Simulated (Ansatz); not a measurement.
## Electronic structure of BFH$_{2}$O···SiH$_{4}$ in real space

The calculation's input:

```
crystal:
  periodic: [false, false, false]
  atoms:
    - { symbol: B, position_ang: [0.071184, -0.471522, -0.063192] }
    - { symbol: H, position_ang: [-0.009809, -0.827241, 1.073448] }
    - { symbol: F, position_ang: [1.275684, -0.233483, -0.592571] }
    - { symbol: O, position_ang: [-1.006415, -0.312918, -0.888946] }
    - { symbol: H, position_ang: [-1.83522, -0.533016, -0.421793] }
    - { symbol: Si, position_ang: [0.040999, 2.45987, 1.108188] }
    - { symbol: H, position_ang: [0.867488, 3.052374, 2.211795] }
    - { symbol: H, position_ang: [0.742849, 2.640705, -0.200104] }
    - { symbol: H, position_ang: [-1.291061, 3.147023, 1.06549] }
    - { symbol: H, position_ang: [-0.154398, 1.019808, 1.365985] }
basis:
  gaussian: { orbitals: "6-31G*" }
hamiltonian:
  xc: pbe
  dispersion: d4
relax:
  f_tol: 0.03
  max_steps: 50
output:
  orbitals: {}
```

Run with:

```sh
ansatz run input.yaml --threads 1 --pin off --max-ram 2048MiB --backend cpu --events-out ev --progress --plain --runs-dir out
```

The fields are those of the run's last geometry, not of the input's.

These are results of Ansatz, RKS PBE-D4/6-31G*, not measurements.

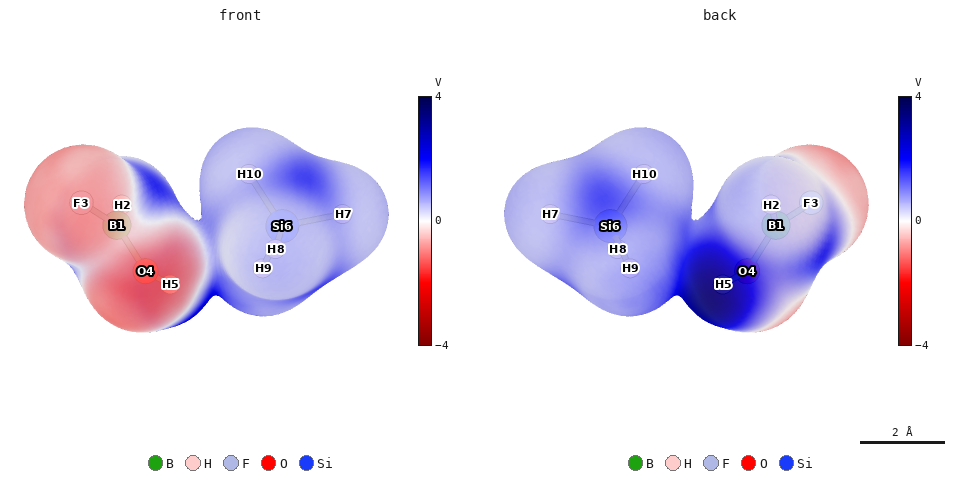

Figure 1. The molecular electrostatic potential painted on the density surface at 0.004 e/bohr³, seen from the front and from behind; red is negative and blue positive.

Which sites attract a positive test charge, and which a negative one?

A positive charge is drawn to the negative regions and a negative charge to the positive ones. The most negative region (about −1.3 V) lies over O4, the most positive (about +3.4 V) over H5. O4 is the likeliest acceptor of a hydrogen bond.

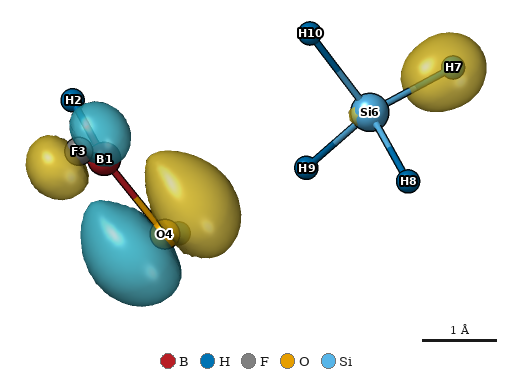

Figure 2. The HOMO−1 at ±0.2 Å⁻³ᐟ² (yellow and cyan are the two phases), seen at a tilt.

What is the character of this orbital?

It lies mainly on O4 (about 55 %), F3 (about 15 %), Si6 (about 10 %), H7 (about 10 %) and B1 (about 10 %). Its energy is −8.23 eV.

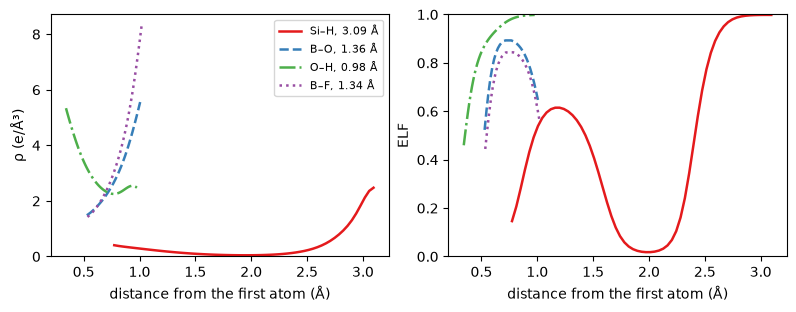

Figure 3. Electron density and ELF along straight lines between neighbouring atoms. The curves leave out the atomic cores.

What can be read from the curves?

Si6···H5 (3.09 Å): the density falls to about 0.04 e/Å³ on the way; the ELF dips to about 0 between them; a non-bonded, intermolecular contact.
B–O (1.36 Å): ρ is about 2.1 e/Å³ halfway; the ELF peaks at about 0.90 between the atoms, as expected for a short, strongly polar bond.
O–H (0.98 Å): ρ is about 3.5 e/Å³ halfway; the ELF climbs to about 1 towards the hydrogen, as it does in any bond to H: an ordinary covalent bond to hydrogen.
B–F (1.34 Å): ρ at the midpoint is about 2.1 e/Å³; the ELF peaks at about 0.85 between the atoms; a polar covalent bond.
